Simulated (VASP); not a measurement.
Band structure of Al$_{2}$Cu (sg140). Computed with PBE GGA with spin-orbit coupling, VASP's PBE PAW potentials (set 64) (plane waves; VASP).

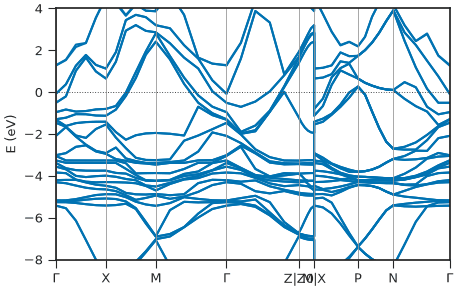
Fig. 1. Bands along high-symmetry lines, zero at the valence-band maximum or, without a gap, the Fermi level

Q: Read the plot: is there a gap, and where are the band edges?

A: It has no gap at this level: it comes out as a metal or semimetal.

The compound is Al2Cu in the sg140 structure. It was relaxed first.
